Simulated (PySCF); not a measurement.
## A study: F6Mo, SMILES `F[Mo](F)(F)(F)(F)F`

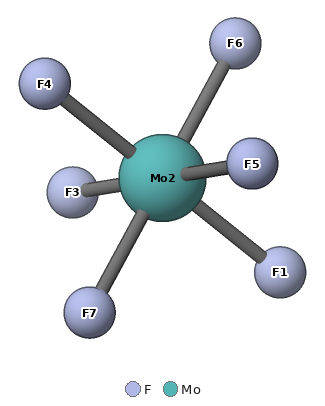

The molecule, with its atoms numbered as below. No frequency check shows the geometry to be a minimum.

Cartesian coordinates (Å):

```
F1       1.0832   -0.6577   -1.1874
Mo2     -0.0000    0.0000   -0.0000
F3      -1.1157    0.4341   -1.2580
F4      -1.0832    0.6577    1.1874
F5       1.1157   -0.4340    1.2581
F6       0.7733    1.5475   -0.1518
F7      -0.7733   -1.5475    0.1517
```

Part 1: Bonding charge

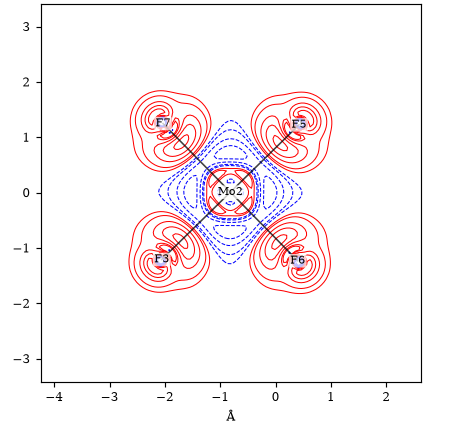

Deformation density (molecule less spherical, spin-averaged free atoms) in the plane of Mo2, F3, F5, F6 and F7; contours at ±0.05 to ±0.8 e/Å³; solid red lines: gain, dashed blue lines: loss.

Level of theory: ωB97X/def2-TZVP (PySCF), at a geometry from GFN2-xTB. Core potentials replace the inner electrons of Mo; spin–orbit coupling isn't included. This is a single-reference result, which may miss multireference character in this system.

**Describe the bonding that the map shows.**

Mo2–F3, Mo2–F7, Mo2–F6 and Mo2–F5: +0.02 e/Å³ at the bond critical point (bond length 1.74 Å, Mayer order 0.9); up to 0.6 Å beside the axis the gain reaches +0.35 e/Å³. In all, 1.7 electrons gather in the regions of gain relative to the promolecule. A small or negative value marks a very polar bond, one between electron-rich atoms, whose free-atom densities already overlap strongly, a long bond to a heavier atom, or a closed-shell contact such as a hydrogen bond.

Part 2: Bond critical points

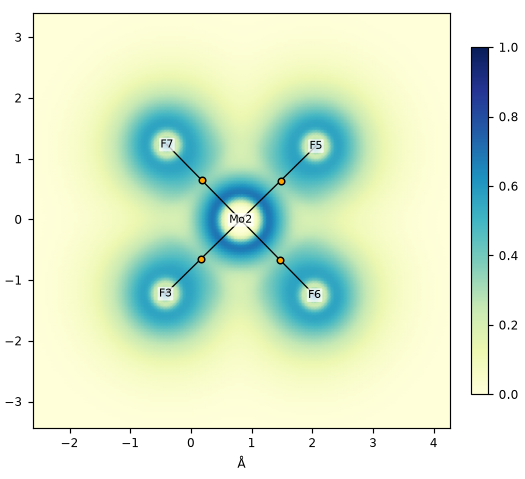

Localised orbital locator (LOL) in the plane of Mo2, F3, F5, F6 and F7, with bond paths and bond critical points (dots).

**Rank the bonds in the plane by LOL at their critical points.**

Mo2–F3, Mo2–F7, Mo2–F6 and Mo2–F5: about 0.37. Values above 0.5 mark slow, localised electrons, as in shared pairs; low values at a critical point mark a polar or closed-shell contact whose critical point lies between the shells.

Part 3: Local ionisation energy

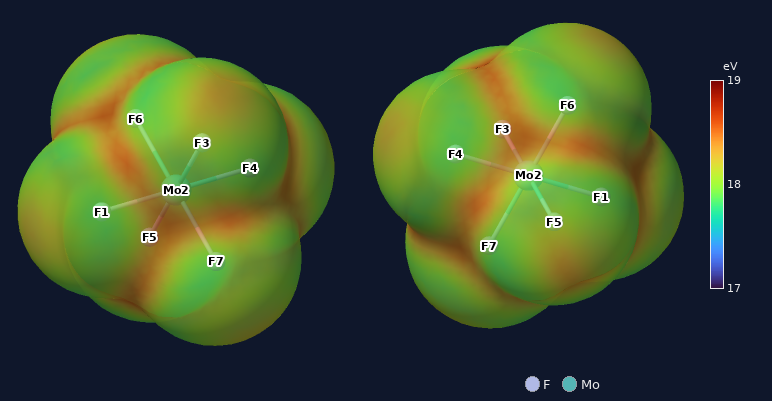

Average local ionisation energy on the surface of electron density 0.001 a.u. (back view left, front view right).

**Where are the most loosely bound electrons on this surface?**

The lowest value is 17.9 eV, 1.7 Å from F6, and at like points elsewhere. For comparison, the highest occupied orbital lies at −15.3 eV.

Part 4: In an electric field

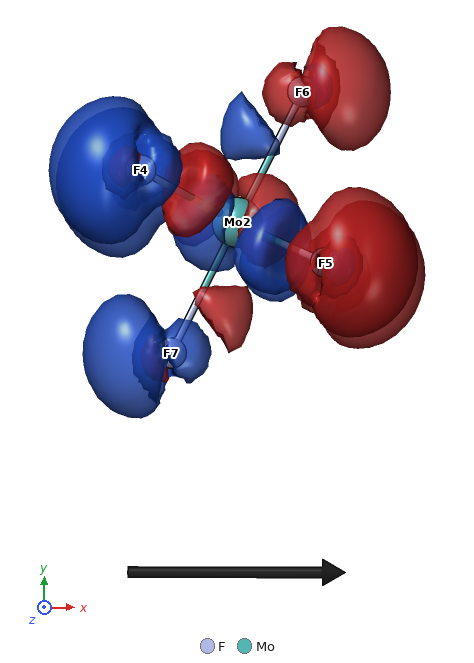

Change of the electron density in a uniform field of 0.21 V/Å along +x (arrow), surfaces at ±0.0015 e/Å³ (blue: gain, red: loss).

Method: ωB97X/def2-TZVP; geometry: GFN2-xTB; program: PySCF. Core potentials replace the inner electrons of Mo; spin–orbit coupling isn't included. This is a single-reference result, which may miss multireference character in this system. A basis without diffuse functions makes polarisabilities too small.

**How large is the response?**

The induced dipole is 0.41 D (along the field); α along this axis, from the fields in both directions, is 40 bohr³ (5.9 Å³).

**Which atoms gain and lose the most charge?**

Electrons gather most on F3 and F4 alike (Hirshfeld charge changes by −0.009 e) and leave F1 and F5 alike most (+0.009 e); 0.038 electrons are displaced in all.
